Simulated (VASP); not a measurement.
Sn₃SO₂

```
CELL_PARAMETERS angstrom
6.43493 0.00000 0.00000
-3.21747 5.57282 0.00000
0.00000 0.00000 3.56200
ATOMIC_POSITIONS crystal
Sn 0.50000 0.00000 0.50000
Sn 0.00000 0.50000 0.50000
Sn 0.50000 0.50000 0.50000
S 0.00000 0.00000 0.00000
O 0.66667 0.33333 0.00000
O 0.33333 0.66667 0.00000
```

Space group P6/mmm; a structure from a database of computed crystals, not necessarily the ambient phase; a generated structure, not necessarily the stable one; computed pressure about −6 GPa in this cell.

These are results of Kohn-Sham DFT of a periodic cell, r2SCAN, VASP PAW PBE potentials, gw (VASP), not measurements.

**What can the converged valence pseudo-density and electron localisation function tell about the bonding?**

Sn–O (2.57 Å): ρ at the midpoint is about 0.25 e/Å³; the ELF is about 0.15 at the midpoint: no localised pair shows between them.
S–S (3.56 Å): ρ is about 0.07 e/Å³ halfway; the ELF is about 0.05 at the midpoint; no localised pair shows between them.
S–O (3.72 Å): ρ at the midpoint is about 0.05 e/Å³; the ELF is about 0.05 at the midpoint (no localised pair shows between them).

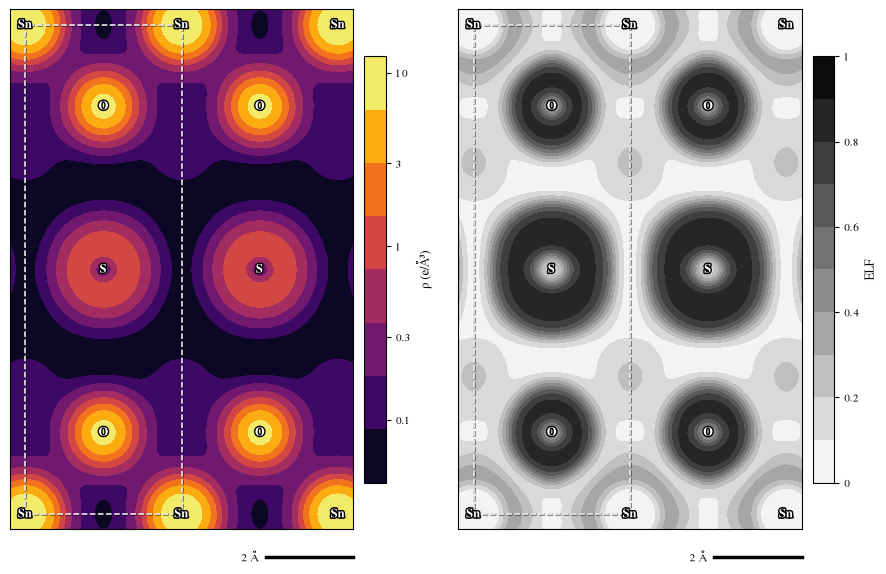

Computed valence pseudo-density and electron localisation function on the (110) plane of the conventional cell, in this order. 

In a PAW calculation such maps are meaningful between the atoms, not at the nuclei.
